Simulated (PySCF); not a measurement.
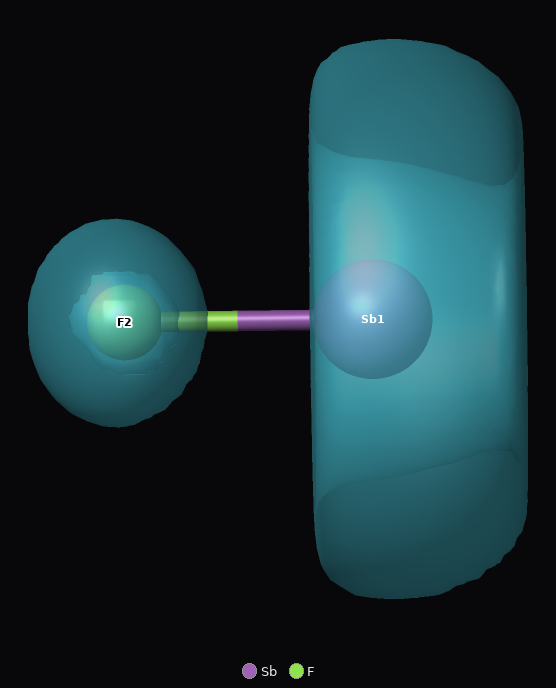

Figure. SbF (triplet). Isosurface of the electron localisation function at 0.75 (cyan), seen from one side. Only the valence region is drawn (cores and ρ < 0.01 e/Å³ removed).

Core potentials replace the inner electrons of Sb.

Level of theory: PySCF 2.14.0, PBE0/def2-TZVPPD, non-relativistic Hamiltonian with scalar-relativistic core potentials where named, at a bond length of 1.928 Å.

> What do the ELF domains correspond to?

The surface consists of one region wrapped around F (its valence shell) and one region wrapped around Sb (its valence shell). Profiles from the grid: Sb–F (1.93 Å): the ELF peaks at about 0.80 in the valence shell of F, 0.6 Å from its nucleus, and drops to about 0.15 between the two atoms.
